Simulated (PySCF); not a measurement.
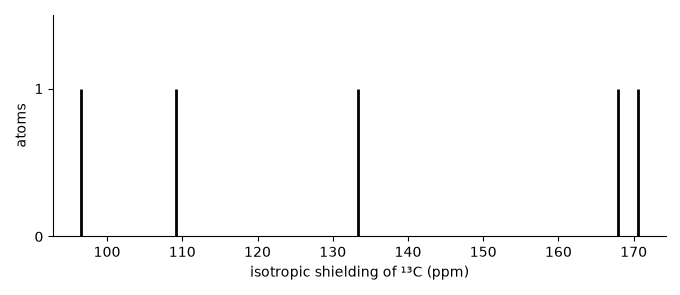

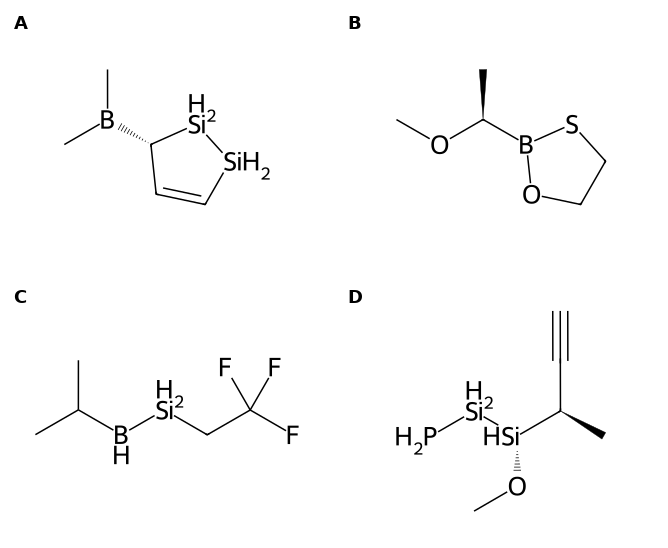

The sticks are computed shieldings of one of the molecules, for one fixed geometry (GFN2-xTB) without averaging over rotations. Low shielding means a high chemical shift. Method: GIAO PBE0/pcSseg-1 NMR shielding, non-relativistic, gas phase (PySCF 2.14.0).

Match the spectrum to a structure.

Answer. D, `C#C[C@@H](C)[Si@H](OC)[SiH2]P`. Its 5 C atoms give lines at 96.5, 109.1, 133.4, 167.9, 170.6 ppm.

The geometry is semi-empirical. Around B, P, Si such bond lengths and angles can be off by a tenth of an ångström or more and by several degrees, and values that hang on the shape move with them.
